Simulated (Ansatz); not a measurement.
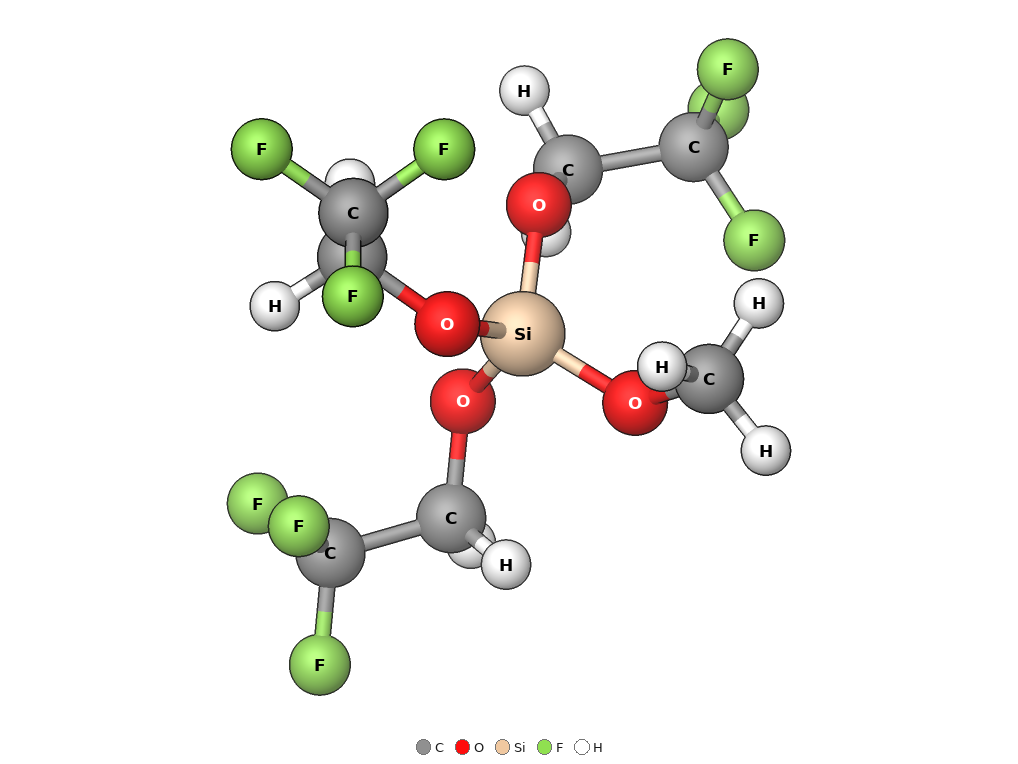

The picture shows the input geometry.

Ansatz 0.2.0 input:

```yaml
crystal:
  periodic: [false, false, false]
  atoms:
    - {symbol: C, position_ang: [-1.280261, 2.312163, 1.230672]}
    - {symbol: O, position_ang: [-0.576395, 1.785047, 0.120117]}
    - {symbol: Si, position_ang: [-0.105943, 0.256860, -0.065560]}
    - {symbol: O, position_ang: [0.698004, -0.164072, 1.279230]}
    - {symbol: C, position_ang: [1.104475, -1.442831, 1.657920]}
    - {symbol: C, position_ang: [0.964588, -1.581101, 3.158200]}
    - {symbol: F, position_ang: [1.364927, -2.802615, 3.533902]}
    - {symbol: F, position_ang: [-0.300871, -1.424722, 3.555485]}
    - {symbol: F, position_ang: [1.705563, -0.687148, 3.814942]}
    - {symbol: O, position_ang: [0.768274, 0.196916, -1.440962]}
    - {symbol: C, position_ang: [1.716072, 1.130347, -1.863583]}
    - {symbol: C, position_ang: [3.115254, 0.581511, -1.677945]}
    - {symbol: F, position_ang: [4.012439, 1.475269, -2.107335]}
    - {symbol: F, position_ang: [3.302620, -0.549846, -2.360835]}
    - {symbol: F, position_ang: [3.379830, 0.319880, -0.392565]}
    - {symbol: O, position_ang: [-1.273948, -0.863940, -0.253470]}
    - {symbol: C, position_ang: [-1.976253, -1.181067, -1.415534]}
    - {symbol: C, position_ang: [-3.305768, -0.456703, -1.461972]}
    - {symbol: F, position_ang: [-3.974283, -0.814350, -2.564480]}
    - {symbol: F, position_ang: [-4.069739, -0.742108, -0.406557]}
    - {symbol: F, position_ang: [-3.145672, 0.871079, -1.492847]}
    - {symbol: H, position_ang: [-2.320357, 1.976564, 1.218603]}
    - {symbol: H, position_ang: [-0.813734, 2.009891, 2.171710]}
    - {symbol: H, position_ang: [-1.259243, 3.399334, 1.154763]}
    - {symbol: H, position_ang: [2.155482, -1.608525, 1.403659]}
    - {symbol: H, position_ang: [0.495182, -2.228729, 1.200666]}
    - {symbol: H, position_ang: [1.581954, 1.331560, -2.929298]}
    - {symbol: H, position_ang: [1.649011, 2.075999, -1.317413]}
    - {symbol: H, position_ang: [-1.422651, -0.921834, -2.323110]}
    - {symbol: H, position_ang: [-2.188547, -2.252812, -1.426403]}
basis:
  gaussian: {orbitals: cc-pVTZ-DK}
hamiltonian: {xc: {name: B3LYP}, dispersion: d3bjatm}
```

Command:

```sh
ansatz run in.yaml --threads 11 --pin off --events-out ev --progress --plain --max-ram 120832MiB --backend cuda --devices 0, --max-vram 75GiB
```

Output:

```
Functional definition: B3LYP
  name "B3LYP"
  cite "Stephens, Devlin, Chabalowski & Frisch, J. Phys. Chem. 98, 11623 (1994) doi:10.1021/j100096a001"
  cite "Becke, Phys. Rev. A 38, 3098 (1988) doi:10.1103/PhysRevA.38.3098"
  cite "Lee, Yang & Parr, Phys. Rev. B 37, 785 (1988) doi:10.1103/PhysRevB.37.785"
  cite "Vosko, Wilk & Nusair, Can. J. Phys. 58, 1200 (1980) doi:10.1139/p80-159"
  parameter a0 = 0.2
  parameter ax = 0.72
  parameter ac = 0.81
  exchange = (1 - a0 - ax)*slater_x + ax*b88_x + a0*exact_x
  correlation = (1 - ac)*vwn_rpa_c + ac*lyp_c
3962 factors; their error is unknown
mean field evaluation 1: about -47970.8453 eV, gradient 1.2e2 eV
mean field evaluation 2: about -47952.7212 eV, gradient 1.6e2 eV
mean field evaluation 4: about -47991.4716 eV, gradient 5.5e0 eV
mean field evaluation 8: about -47991.5212 eV, gradient 1.2e-1 eV
mean field evaluation 16: about -47991.4693 eV, gradient 9.0e-4 eV
mean field -47991.46925979 eV, -1763.6539655112 hartree, gradient 7.5e-5 eV, S^2 0.000000; 0 other end points of the search recorded, 0 dependent functions left out
reference -47991.46964379 eV, -1763.6539796230 hartree; 89, 89 occupied and 671, 671 virtual orbitals, 3962 factors
Total energy: -47992.80239832 eV, -1763.7029574484 hartree
Relativity: scalar
```

The calculation finished and met its thresholds.
